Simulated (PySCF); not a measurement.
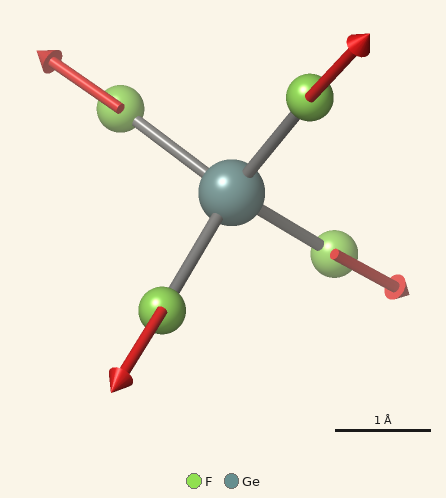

This is a relaxation of GeF4. The starting structure is drawn; red arrows show the displacements, magnified 50 times. The two geometries are superimposed by the best rigid fit.

Style: ball-and-stick. Shown face on.

The start comes from GFN2-xTB.

Level of theory: PySCF 2.14.0, density-fitted response routines, PBE0-D3(BJ)/def2-SVP geometry optimisation, gas phase. 

### Atoms of which element are displaced furthest, and by how much?

Fluorine: up to 0.026 Å, against 0.000 Å for germanium.

### What did the optimiser do to the structure, and how much energy did it gain?

The energy falls by 1.12 kcal/mol in 2 geometry steps. The largest moves after the best rigid fit, 0.026 Å, are those of F atoms. Ge stays in place. Near-neighbour distances that change, for instance: F–Ge 1.673 → 1.698 Å. Cost: 6.9 s on 1 thread of Arm Neoverse V2 (shared host).
